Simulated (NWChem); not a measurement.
# CH3N (methanimine) at 6 levels

Wanted: a comparison of 6 runs (BLYP/cc-pVTZ, PBE/cc-pVTZ, SVWN5/cc-pVTZ, TPSS/cc-pVTZ, revPBE/cc-pVTZ, CCSD(T)/cc-pVTZ) of CH3N (methanimine). 

The results are computed with NWChem 7.3.0.

## Step 1: Starting point

CH3N: 5 atoms, total charge 0, spin state singlet. SMILES: `C=N`. One bond was lengthened or shortened from a relaxed shape.

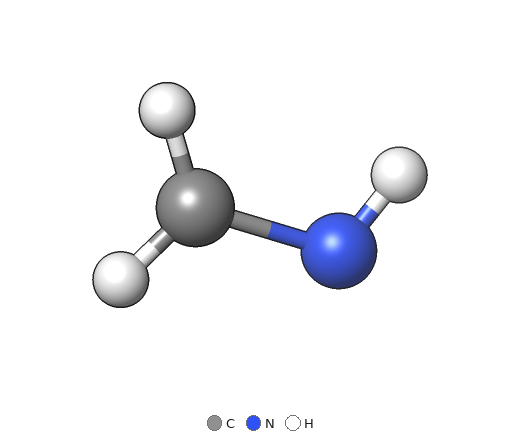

Viewed from a chosen angle; carbon grey, nitrogen blue, hydrogen white.

## Step 2: The energy at BLYP/cc-pVTZ (run 1)

Input file work.nw:

```
start work
memory total 2200 mb
charge 0

geometry units angstroms noautosym nocenter noautoz
  C     -0.235299    -0.698706     0.117161
  N      0.623200     0.654300    -0.225900
  H     -1.288299    -0.712806     0.421861
  H      0.259401    -1.669106     0.042961
  H      0.046700     1.489800    -0.118600
end

basis spherical bse
  C library cc-pVTZ
  N library cc-pVTZ
  H library cc-pVTZ
end

dft
  xc becke88 lyp
  grid fine
  convergence energy 1e-08
  iterations 100
  mulliken
end

task dft energy
```

On the command line:

```console
$ nwchem work.nw > work.out
```

What it wrote:

```text
[...]
          Wavefunction type:  closed shell.
          No. of atoms     :     5
          No. of electrons :    16
[...]
          Charge           :     0
          Spin multiplicity:     1
[...]
          AO basis - number of functions:   102
[...]
              XC Information
              --------------
                    Becke 1988 Exchange Functional  1.000
              Lee-Yang-Parr Correlation Functional  1.000
[...]
 d= 0,ls=0.0,diis     1    -94.4518437756 -1.23D+02  1.50D-02  7.83D-01     1.3
[...]
 d= 0,ls=0.0,diis    11    -94.5516420632 -1.15D-09  1.17D-07  6.15D-10    11.7
         Total DFT energy =      -94.551642063196
      One electron energy =     -182.699917233350
           Coulomb energy =       73.170037736371
    Exchange-Corr. energy =      -13.186000611781
 Nuclear repulsion energy =       28.164238045564
[...]
      Total Density - Mulliken Population Analysis
     ---------------------------------------------
    Atom       Charge   Shell Charges
 -----------   ------   -------------------------------------------------------
    1 C    6     6.12   1.96  0.21  0.80  0.35  0.79  1.31  0.65  0.01  0.03  0.00
    2 N    7     7.28   1.95  0.26  0.96  0.58  0.94  1.53  1.03  0.00  0.02  0.00
    3 H    1     0.89   0.28  0.46  0.12  0.01  0.02  0.00
    4 H    1     0.87   0.28  0.45  0.10  0.01  0.02  0.00
    5 H    1     0.85   0.28  0.43  0.08  0.01  0.04  0.00
[...]
```

It took 12 s on 1 thread of AMD EPYC 9R45 (Zen 5), shared host; peak memory 0.11 GiB.

## Step 3: The energy at PBE/cc-pVTZ (run 2)

Input file geom.nw:

```
start geom
title "CH3N"
memory 2200 mb

geometry units angstrom noautosym nocenter noautoz
 C     -0.235299    -0.698706     0.117161
 N      0.623200     0.654300    -0.225900
 H     -1.288299    -0.712806     0.421861
 H      0.259401    -1.669106     0.042961
 H      0.046700     1.489800    -0.118600
end

basis "ao basis" spherical bse
 * library cc-pVTZ
end

dft
 xc xpbe96 cpbe96
 mult 1
 grid fine
 convergence energy 1e-08
 iterations 100
 mulliken
end

task dft
```

On the command line:

```console
$ nwchem geom.nw > geom.out
```

What it wrote:

```text
[...]
          Wavefunction type:  closed shell.
          No. of atoms     :     5
          No. of electrons :    16
[...]
          Charge           :     0
          Spin multiplicity:     1
[...]
          AO basis - number of functions:   102
[...]
              XC Information
              --------------
          PerdewBurkeErnzerhof Exchange Functional  1.000
            Perdew 1991 LDA Correlation Functional  1.000 local
           PerdewBurkeErnz. Correlation Functional  1.000 non-local
[...]
 d= 0,ls=0.0,diis     1    -94.3625628515 -1.23D+02  1.48D-02  7.17D-01     1.3
[...]
 d= 0,ls=0.0,diis    11    -94.4579576938 -1.93D-09  1.06D-07  4.75D-10    11.6
         Total DFT energy =      -94.457957693836
      One electron energy =     -182.669458886449
           Coulomb energy =       73.128661336553
    Exchange-Corr. energy =      -13.081398189504
 Nuclear repulsion energy =       28.164238045564
[...]
      Total Density - Mulliken Population Analysis
     ---------------------------------------------
    Atom       Charge   Shell Charges
 -----------   ------   -------------------------------------------------------
    1 C    6     6.12   1.96  0.20  0.81  0.34  0.77  1.36  0.64  0.01  0.03  0.00
    2 N    7     7.27   1.95  0.25  0.97  0.58  0.92  1.56  1.02  0.00  0.02  0.00
    3 H    1     0.88   0.27  0.47  0.11  0.01  0.02  0.00
    4 H    1     0.87   0.27  0.46  0.10  0.01  0.03  0.00
    5 H    1     0.85   0.27  0.44  0.08  0.01  0.05  0.00
[...]
```

Run time: 12 s. Hardware: 1 thread of AMD EPYC 9R45 (Zen 5), shared host; peak memory 0.11 GiB.

Runs 3 to 5 aren't shown in full; the table further down has their settings and results.

## Step 4: The energy at CCSD(T)/cc-pVTZ (run 6)

Input file mymol.nw:

```
start mymol
memory 2200 mb

geometry units bohr noautosym nocenter noautoz
C  -0.44465067 -1.32036298  0.22140220
N   1.17767732  1.23644780 -0.42688913
H  -2.43453228 -1.34700812  0.79720175
H   0.49019685 -3.15415321  0.08118452
H   0.08825021  2.81531398 -0.22412152
end

basis spherical bse
* library cc-pVTZ
end

scf
thresh 1e-08
maxiter 80
noprint "final vectors analysis"
end

ccsd
freeze core 2
maxiter 60
end

task ccsd(t)
```

On the command line:

```console
$ nwchem mymol.nw > mymol.out
```

What it wrote:

```text
[...]
  functions       =   102
[...]
  wavefunction    = RHF
[...]
         Total SCF energy =    -93.946039987388
      One-electron energy =   -182.333310855776
      Two-electron energy =     60.223034835739
 Nuclear repulsion energy =     28.164236032649
        Time for solution =     14.7s
[...]
 Total MP2 energy:            -94.355083067779532
[...]
             energy      energy      error      ampl     ampl      Block
                                                time     time      time
[...]
 Total CCSD energy:            -94.364780272436562
[...]
 Total CCSD+T(CCSD) energy:            -94.392768434455235
[...]
 Total CCSD(T) energy:                 -94.390681450906058
[...]
```

It took 2 min on 1 thread of AMD EPYC 9R45 (Zen 5), shared host; peak memory 0.22 GiB.

## Step 5: All runs side by side

| run | level | integration grid | iteration cap | energy (Eh) | dipole moment (D) | HOMO energy (eV) | LUMO energy (eV) | wall time |
| --- | --- | --- | --- | --- | --- | --- | --- | --- |
| 1 | BLYP/cc-pVTZ | fine | 100 | -94.551642 | 2.12 | -6.55 | -3.33 | 12 s |
| 2 | PBE/cc-pVTZ | fine | 100 | -94.457958 | 2.12 | -6.66 | -3.46 | 12 s |
| 3 | SVWN5/cc-pVTZ | fine | 100 | -93.742325 | 2.19 | -6.72 | -3.69 | 9.3 s |
| 4 | TPSS/cc-pVTZ | fine | 100 | -94.594633 | 2.16 | -6.74 | -3.29 | 14 s |
| 5 | revPBE/cc-pVTZ | fine | 100 | -94.556807 | 2.10 | -6.62 | -3.37 | 12 s |
| 6 | CCSD(T)/cc-pVTZ | – | 80 | -94.390681 | – | – | – | 2 min |

## Step 6: Results

| quantity | value |
| --- | --- |
| run 6: total energy | -94.39068 Eh |
| run 6: correlation energy (2 core orbitals frozen) | -444.6 mEh |
| run 6: (T) correction | -25.90 mEh |

What this shows: Over runs 1, 2, 3, 4, 5 the dipole moment (its size) runs from 2.10 D (revPBE/cc-pVTZ) to 2.19 D (SVWN5/cc-pVTZ). Over runs 1, 2, 3, 4, 5 the HOMO–LUMO gap runs from 3.04 eV (SVWN5/cc-pVTZ) to 3.45 eV (TPSS/cc-pVTZ). Totals of different functionals can't be ranked against each other. All runs together took 3 min, the longest 2 min.
